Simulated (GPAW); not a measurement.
**STM contrast on ZrSi2P4 monolayer**

Aim: Tersoff-Hamann images of ZrSi2P4 monolayer at several biases.

Program: GPAW 26.7.0. Level of theory: GPAW, PAW setups; layer in a repeated cell with vacuum, relaxation of atoms and in-plane cell, in the first sound run; inputs show where later runs differ. Results are calculated unless marked as measured.

## Step 1: The starting structure

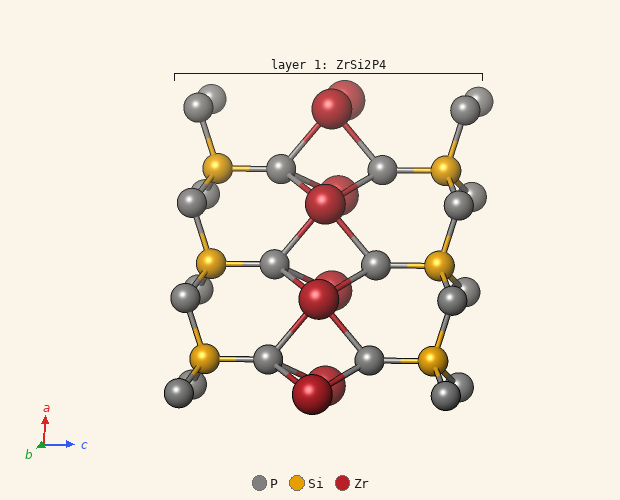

Start, viewed from the side, with the c axis across the page; phosphorus grey, silicon orange, zirconium red. 3×1×1 cells are drawn. Bonds to atoms that aren't drawn are left out. Some periodic images of atoms are drawn too.

The cell holds 7 atoms: 4 P, 2 Si and 1 Zr. Cell: a = 3.480 Å, b = 3.480 Å, c = 26.887 Å, α = 90.0°, β = 90.0°, γ = 120.0°. Vacuum lies along c.

## Step 2: Relaxing the atoms

The atoms are relaxed first, since the surface dipole, and with it the work function, follows the positions of the outer layers.

run.py reads:

```python
import json
import numpy as np
from ase import Atoms
from ase.filters import FrechetCellFilter
from ase.optimize import BFGS
from gpaw import GPAW, PW

slab = Atoms(
    ['P', 'Si', 'P', 'Zr', 'P', 'Si', 'P'],
    positions=[
        [0.00000, 0.00000, 9.00000],
        [-0.00000, 2.00918, 9.64444],
        [-0.00000, 2.00918, 11.75444],
        [0.00000, 0.00000, 13.44376],
        [-0.00000, 2.00918, 15.13309],
        [-0.00000, 2.00918, 17.24309],
        [0.00000, 0.00000, 17.88753]],
    cell=[[3.48, 0.0, 0.0], [-1.74, 3.01377, 0.0], [0.0, 0.0, 26.8875]],
    pbc=[True, True, True])

slab.calc = GPAW(mode=PW(600), xc='PBE', kpts={'size': (9, 9, 1), 'gamma': True},
                 occupations={'name': 'fermi-dirac', 'width': 0.05}, nbands='200%',
                 convergence={'density': 1e-05}, maxiter=200,
                 symmetry={'tolerance': 1e-3}, txt='slab.txt')
result = {}
# The in-plane cell is free; stress needs a cell that repeats along all three vectors
path = []
opt = BFGS(FrechetCellFilter(slab, mask=[1, 1, 0, 0, 0, 1]), maxstep=0.2)
opt.attach(lambda: path.append((slab.get_potential_energy(), slab.positions.tolist(), slab.get_forces().tolist())))
result['relaxed'] = bool(opt.run(fmax=0.02, steps=45))
result['path'] = path
result['cell'] = slab.cell.tolist()
print('in-plane lattice', slab.cell.cellpar().round(4)[[0, 1, 5]])
energy = slab.get_potential_energy()
fermi = slab.calc.get_fermi_level()
v = slab.calc.get_electrostatic_potential().mean((0, 1)) - fermi
n = slab.calc.get_pseudo_density().mean((0, 1))
L = slab.cell[2, 2]
z = np.arange(len(v)) * L / len(v)
low, high = slab.positions[:, 2].min(), slab.positions[:, 2].max()
below, above = np.interp([low - 6.8, high + 6.8], z, v)
slopes = [np.interp(x, z, np.gradient(v, z)) for x in (low - 6.8, high + 6.8)]
eps = np.array([[slab.calc.get_eigenvalues(k, s) for k in range(len(slab.calc.get_ibz_k_points()))]
                for s in range(slab.calc.get_number_of_spins())]) - fermi
top, bottom = eps[eps < 0].max(), eps[eps > 0].min()
dipole = slab.get_dipole_moment()[2]
print(f'energy {energy:.4f} eV, Fermi level {fermi:.4f} eV, dipole {dipole:.5f} e A')
print(f'potential 6.8 A off the faces, from the Fermi level: lower {below:.4f} eV, upper {above:.4f} eV')
print(f'slope of the potential there: lower {slopes[0]:.5f}, upper {slopes[1]:.5f} eV/A')
print(f'nearest levels on the mesh: {top:.4f} and {bottom:.4f} eV')
print('magnetic moment', round(slab.get_magnetic_moment(), 3))
result.update(energy=energy, fermi=fermi, dipole=dipole, below=below, above=above, slopes=slopes, edges=[top, bottom],
              z=z.tolist(), v=v.tolist(), n=n.tolist(), positions=slab.positions.tolist(),
              forces=slab.get_forces(apply_constraint=False).tolist(), moments=slab.get_magnetic_moments().tolist())
json.dump(result, open('result.json', 'w'))
```

On the command line:

```sh
$ OMP_NUM_THREADS=1 OPENBLAS_NUM_THREADS=1 python run.py
```

What it wrote:

```text
Step          Energy          fmax
BFGS:    0      -40.082593        3.713953
BFGS:    1      -40.782409        3.137277
BFGS:    2      -42.010075        0.773470
BFGS:    3      -42.044481        0.694995
BFGS:    4      -42.162717        0.481964
BFGS:    5      -42.209122        0.356976
BFGS:    6      -42.220461        0.173488
BFGS:    7      -42.222077        0.065382
BFGS:    8      -42.222320        0.030616
BFGS:    9      -42.222362        0.009728
in-plane lattice [  3.6364   3.6364 120.    ]
energy -42.2171 eV, Fermi level -0.3478 eV, dipole 0.00053 e A
potential 6.8 A off the faces, from the Fermi level: lower 5.5826 eV, upper 5.5814 eV
slope of the potential there: lower 0.00035, upper 0.00027 eV/A
nearest levels on the mesh: -0.0230 and 0.0425 eV
magnetic moment 0.0
```

Wall time 17 min (1 thread of Arm Neoverse V1, shared host); peak memory 0.54 GiB.

This step gave:

```yaml
dipole_along_the_normal: 5.32e-4 e·Å
levels_nearest_the_fermi_level_on_the_mesh: -0.02301, 0.04245 eV from the Fermi level
```

The electrostatic potential energy of an electron (without an applied field's), less the Fermi level, planar mean oscillates, so the rows of the table below give means over windows of 1.68 Å about each position, cut where the curve ends. Its maxima inside the range that stand out by 2 % of the span (Å: eV): 9.2: -10.7, 10.8: 2.26, 12.5: -4.60, 14.4: -4.60, 16.0: 2.26, 17.6: -10.7. Its minima: 8.7: -13.2, 9.6: -11.7, 11.9: -10.9, 13.4: -17.3, 15.0: -10.9, 17.3: -11.7, 18.1: -13.5.

The electrostatic potential energy of an electron (without an applied field's), less the Fermi level, planar mean by z; means over each step:

```
z (Å)  electrostatic potential energy of an electron (without an applied field's), less the Fermi level, planar mean (eV)
 0.84                                                                                                                5.58
 2.52                                                                                                                5.58
 4.20                                                                                                                5.58
 5.88                                                                                                                5.55
 7.56                                                                                                                2.04
 9.24                                                                                                               -10.9
10.92                                                                                                               -1.25
12.60                                                                                                               -9.40
14.28                                                                                                               -9.43
15.96                                                                                                               -1.24
17.64                                                                                                               -10.9
19.32                                                                                                                1.97
21.00                                                                                                                5.55
22.68                                                                                                                5.58
24.36                                                                                                                5.58
26.04                                                                                                                5.58
```

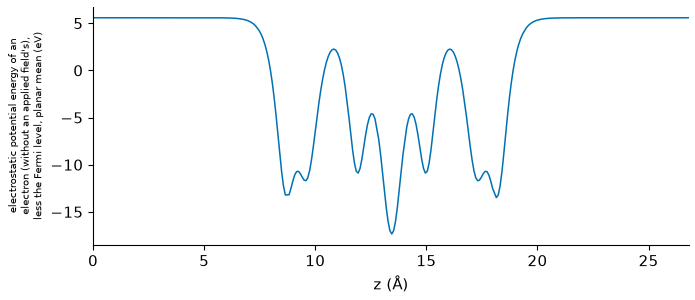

Electrostatic potential energy of an electron (without an applied field's), less the Fermi level, planar mean, plotted against z.

The pseudo valence density, planar mean oscillates, so the rows of the table below give means over windows of 2 Å about each position, cut where the curve ends. Its maxima inside the range that stand out by 2 % of the span (Å: e/Å³): 9.1: 0.392, 13.4: 0.937, 17.8: 0.392. Its minima: 10.6: 0.140, 16.3: 0.140.

Pseudo valence density, planar mean against z; means over each step:

```
z (Å)  pseudo valence density, planar mean (e/Å³)
    4                                      8.6e-6
    6                                     0.00289
    8                                       0.180
   10                                       0.224
   12                                       0.299
   14                                       0.535
   16                                       0.188
   18                                       0.285
   20                                      0.0326
   22                                      1.1e-4
   24                                           0
```

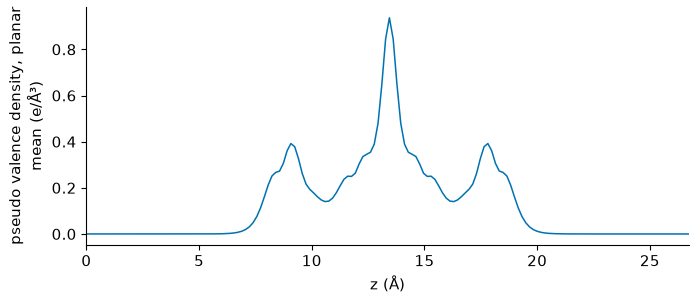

Pseudo valence density, planar mean, plotted against z.

The relaxation lowered the energy of the cell by 2.14 eV (energies extrapolated to zero smearing; the optimiser's log prints free energies). The largest force left on a free atom is 0.0097 eV/Å.

## Step 3: The slab's potential

The work function is the vacuum plateau of the electrostatic potential less the Fermi level; a dipole layer lets the two faces have plateaus of their own.

This step: GPAW, PAW setups; slab in vacuum (GPAW 26.7.0).

The cell differs from the one that the last finished run ended in (c 26.887 → 27.556 Å).

run.py reads:

```python
import json
import numpy as np
from ase import Atoms
from ase.dft.stm import STM
from gpaw import GPAW, PW

slab = Atoms(
    ['P', 'Si', 'P', 'Zr', 'P', 'Si', 'P'],
    positions=[
        [-0.00000, 0.00000, 9.00000],
        [-0.00000, 2.09945, 9.97579],
        [-0.00000, 2.09945, 12.22800],
        [0.00000, 0.00000, 13.77789],
        [-0.00000, 2.09945, 15.32779],
        [-0.00000, 2.09945, 17.57999],
        [0.00000, -0.00000, 18.55579]],
    cell=[[3.63636, -0.0, 0.0], [-1.81818, 3.14918, 0.0], [0.0, 0.0, 27.5558]],
    pbc=[True, True, False])

slab.calc = GPAW(mode=PW(400), xc='PBE', kpts={'size': (9, 9, 1), 'gamma': True},
                 occupations={'name': 'fermi-dirac', 'width': 0.05}, nbands='200%',
                 convergence={'density': 1e-05}, maxiter=200,
                 poissonsolver={'dipolelayer': 'xy'},
                 symmetry={'tolerance': 1e-3}, txt='slab.txt')
result = {}
energy = slab.get_potential_energy()
fermi = slab.calc.get_fermi_level()
v = slab.calc.get_electrostatic_potential().mean((0, 1)) - fermi
n = slab.calc.get_pseudo_density().mean((0, 1))
L = slab.cell[2, 2]
z = np.arange(len(v)) * L / len(v)
low, high = slab.positions[:, 2].min(), slab.positions[:, 2].max()
below, above = np.interp([low - 6.8, high + 6.8], z, v)
slopes = [np.interp(x, z, np.gradient(v, z)) for x in (low - 6.8, high + 6.8)]
eps = np.array([[slab.calc.get_eigenvalues(k, s) for k in range(len(slab.calc.get_ibz_k_points()))]
                for s in range(slab.calc.get_number_of_spins())]) - fermi
top, bottom = eps[eps < 0].max(), eps[eps > 0].min()
dipole = slab.get_dipole_moment()[2]
print(f'energy {energy:.4f} eV, Fermi level {fermi:.4f} eV, dipole {dipole:.5f} e A')
print(f'potential 6.8 A off the faces, from the Fermi level: lower {below:.4f} eV, upper {above:.4f} eV')
print(f'slope of the potential there: lower {slopes[0]:.5f}, upper {slopes[1]:.5f} eV/A')
print(f'nearest levels on the mesh: {top:.4f} and {bottom:.4f} eV')
print('magnetic moment', round(slab.get_magnetic_moment(), 3))
result.update(energy=energy, fermi=fermi, dipole=dipole, below=below, above=above, slopes=slopes, edges=[top, bottom],
              z=z.tolist(), v=v.tolist(), n=n.tolist(), positions=slab.positions.tolist(),
              forces=slab.get_forces(apply_constraint=False).tolist(), moments=slab.get_magnetic_moments().tolist())

# Images need the states of the whole zone, up to time reversal
slab.calc = slab.calc.fixed_density(symmetry={'point_group': False}, txt='states.txt', nbands='320%',
                                    convergence={'bands': 'CBM+2.3'})
stm = STM(slab)
result['stm'] = []
for bias in [-1.5, 2.0]:
    height = high + 3.5
    current = stm.get_averaged_current(bias, height)
    x, y, h = stm.scan(bias, current)
    i, f = divmod(height / L * stm.ldos.shape[2], 1)
    I = abs((1 - f) * stm.ldos[:, :, int(i)] + f * stm.ldos[:, :, int(i) + 1])
    print(f'bias {bias} V: mean current at 3.5 A {current:.4e}, corrugation {np.ptp(h):.4f} A')
    result['stm'].append(dict(bias=bias, current=current, h=(h - high).tolist(), I=I.tolist()))
json.dump(result, open('result.json', 'w'))
```

What it wrote:

```text
energy -42.1456 eV, Fermi level -0.4750 eV, dipole -0.00026 e A
potential 6.8 A off the faces, from the Fermi level: lower 5.5803 eV, upper 5.5845 eV
slope of the potential there: lower 0.00004, upper -0.00004 eV/A
nearest levels on the mesh: -0.0236 and 0.0424 eV
magnetic moment 0.0
bias -1.5 V: mean current at 3.5 A 2.3091e-05, corrugation 0.3815 A
bias 2.0 V: mean current at 3.5 A 7.2438e-06, corrugation 0.1594 A
```

The job ended after 5.3 min (1 thread; peak memory 0.62 GiB).

This step gave:

```yaml
dipole_along_the_normal: -2.63e-4 e·Å
levels_nearest_the_fermi_level_on_the_mesh: -0.02363, 0.04244 eV from the Fermi level
upper_work_function: 5.585 eV
lower_work_function: 5.580 eV
corrugation_minus_1p5: 0.3815 Å
corrugation_2: 0.1594 Å
```

The electrostatic potential energy of an electron (without an applied field's), less the Fermi level, planar mean oscillates, so the rows of the table below give means over windows of 1.72 Å about each position, cut where the curve ends. Its maxima inside the range that stand out by 2 % of the span (Å: eV): 9.6: -10.7, 11.2: 2.25, 12.9: -4.60, 14.6: -4.60, 16.4: 2.25, 18.0: -10.7. Its minima: 9.0: -13.5, 9.9: -11.7, 12.3: -10.9, 13.8: -17.3, 15.3: -10.9, 17.7: -11.7, 18.5: -13.5.

The electrostatic potential energy of an electron (without an applied field's), less the Fermi level, planar mean by z; means over each step:

```
z (Å)  electrostatic potential energy of an electron (without an applied field's), less the Fermi level, planar mean (eV)
 0.86                                                                                                                5.58
 2.58                                                                                                                5.58
 4.30                                                                                                                5.58
 6.02                                                                                                                5.56
 7.74                                                                                                                3.08
 9.46                                                                                                               -10.9
11.18                                                                                                               -1.23
12.90                                                                                                               -9.31
14.62                                                                                                               -9.48
16.34                                                                                                               -1.29
18.06                                                                                                               -10.9
19.78                                                                                                                2.84
21.50                                                                                                                5.56
23.22                                                                                                                5.58
24.94                                                                                                                5.58
26.66                                                                                                                5.58
```

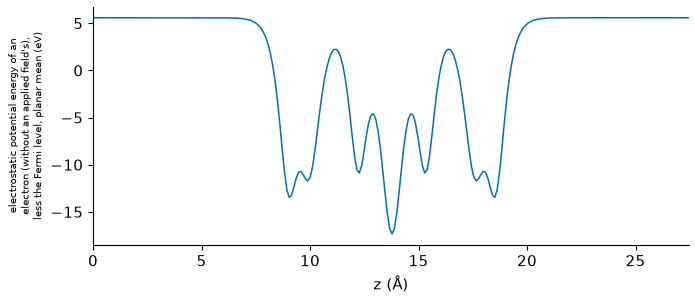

Electrostatic potential energy of an electron (without an applied field's), less the Fermi level, planar mean, plotted against z.

The pseudo valence density, planar mean oscillates, so the rows of the table below give means over windows of 2 Å about each position, cut where the curve ends. Its maxima inside the range that stand out by 2 % of the span (Å: e/Å³): 9.5: 0.392, 13.8: 0.937, 18.1: 0.392. Its minima: 11.0: 0.140, 16.6: 0.140.

The pseudo valence density, planar mean by z; means over each step:

```
z (Å)  pseudo valence density, planar mean (e/Å³)
    4                                      3.4e-6
    6                                     0.00113
    8                                       0.126
   10                                       0.254
   12                                       0.251
   14                                       0.558
   16                                       0.208
   18                                       0.281
   20                                      0.0673
   22                                      3.1e-4
   24                                           0
```

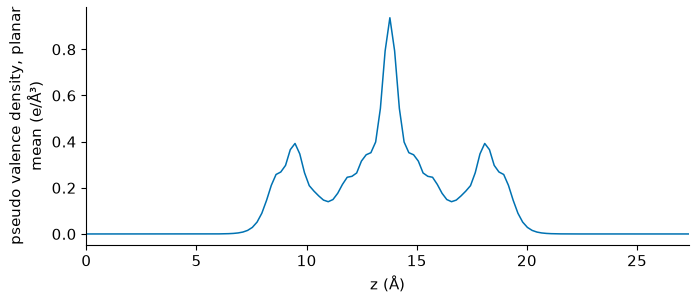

Pseudo valence density, planar mean, plotted against z.

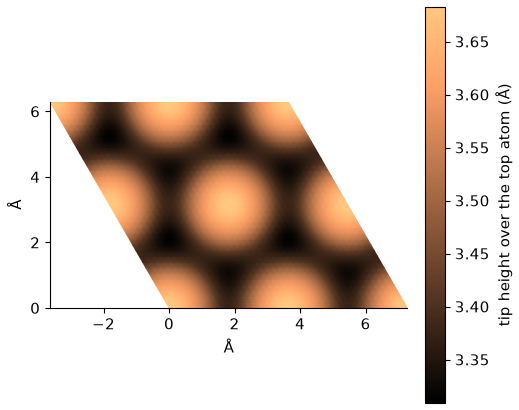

Tip height over the top atom over a1 and a2. Sample bias -1.5 V, constant current at the mean current 3.5 Å over the top atom. The cell is repeated, with its origin at the lower left corner.

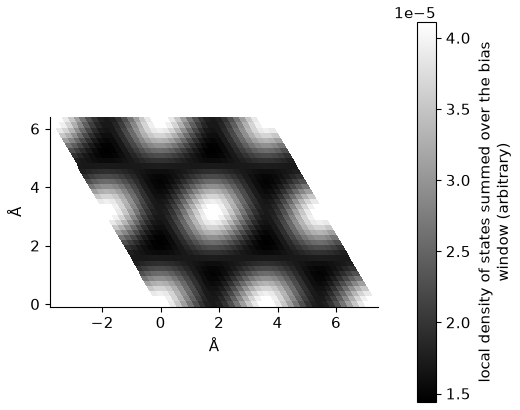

Local density of states summed over the bias window over a1 and a2. Sample bias -1.5 V, constant height 3.5 Å over the top atom. The cell is repeated, with its origin at the lower left corner.

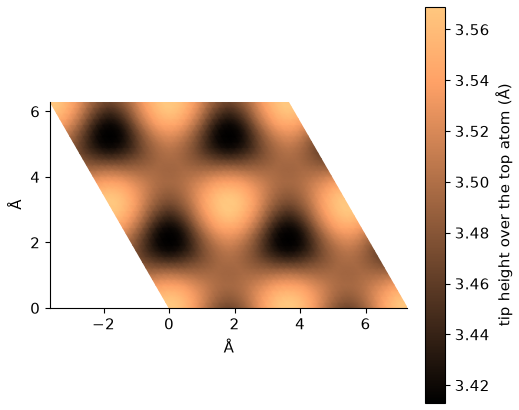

Tip height over the top atom over a1 and a2. Sample bias 2 V, constant current at the mean current 3.5 Å over the top atom. The cell is repeated, with its origin at the lower left corner.

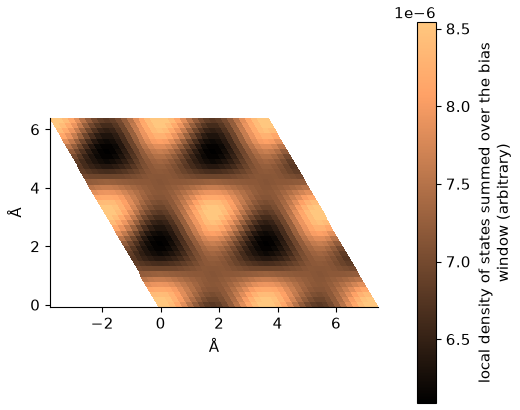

Local density of states summed over the bias window over a1 and a2. Sample bias 2 V, constant height 3.5 Å over the top atom. The cell is repeated, with its origin at the lower left corner.

The potential is flat to 4.0e-5 eV/Å where it is read, so the vacuum is wide enough.

## Step 4: A changed run

One more run, with changed settings.

run.py: that of step 3 with these lines changed.

```diff
@@ -3,3 +3,2 @@
 from ase import Atoms
-from ase.dft.stm import STM
 from gpaw import GPAW, PW
@@ -20,4 +19,4 @@
 slab.calc = GPAW(mode=PW(400), xc='PBE', kpts={'size': (9, 9, 1), 'gamma': True},
-                 occupations={'name': 'fermi-dirac', 'width': 0.05}, nbands='200%',
-                 convergence={'density': 1e-05}, maxiter=200,
+                 occupations={'name': 'fermi-dirac', 'width': 2.0}, nbands='200%',
+                 convergence={'density': 1e-05}, maxiter=50,
                  poissonsolver={'dipolelayer': 'xy'},
@@ -46,16 +45,2 @@
               forces=slab.get_forces(apply_constraint=False).tolist(), moments=slab.get_magnetic_moments().tolist())
-
-# Images need the states of the whole zone, up to time reversal
-slab.calc = slab.calc.fixed_density(symmetry={'point_group': False}, txt='states.txt', nbands='320%',
-                                    convergence={'bands': 'CBM+2.3'})
-stm = STM(slab)
-result['stm'] = []
-for bias in [-1.5, 2.0]:
-    height = high + 3.5
-    current = stm.get_averaged_current(bias, height)
-    x, y, h = stm.scan(bias, current)
-    i, f = divmod(height / L * stm.ldos.shape[2], 1)
-    I = abs((1 - f) * stm.ldos[:, :, int(i)] + f * stm.ldos[:, :, int(i) + 1])
-    print(f'bias {bias} V: mean current at 3.5 A {current:.4e}, corrugation {np.ptp(h):.4f} A')
-    result['stm'].append(dict(bias=bias, current=current, h=(h - high).tolist(), I=I.tolist()))
 json.dump(result, open('result.json', 'w'))
```

What it wrote:

```text
gpaw.KohnShamConvergenceError
```

Elapsed: 4.7 min, on 1 thread; peak memory 0.26 GiB.

No converged result was reached; the numbers in the log don't describe the system.

The fault put into the input: a smearing of electronvolts, under a cap of 50 iterations, which ended the run (width = 2.0).

## Step 5: Outcome

- work function, both faces: 5.58 eV
- dipole along the normal: -2.6e-4 e Å
- corrugation at -1.5 V: 0.382 Å
- corrugation at 2 V: 0.159 Å

What this shows: The corrugation at constant current is largest at -1.5 V, where the tip height varies by 0.38 Å over the cell. Negative sample bias images filled states, positive bias empty ones. The images are of Tersoff-Hamann type: an s-wave tip, no tip-sample forces, heights closer than in a microscope. The starting lattice was a guess from atomic radii; the relaxation moved it by 4 %. The small printed dipole stands for a step of 4.2 meV from the lower to the upper face, and the probes find 4.2 meV; values this small are near the numerical noise of both. The layer's cell and atoms come from the relaxation; spin-orbit coupling and temperature are left out.

[Logs are printed without paths, hosts, clocks, repeated set-up lines and the standing remarks that a program may print on its own settings, such as how far it seeks lower states.]

[Hosts, paths, dates, database ids (printed as entryN), source tags and the programs' standing remarks are cut or masked in the printed files.]
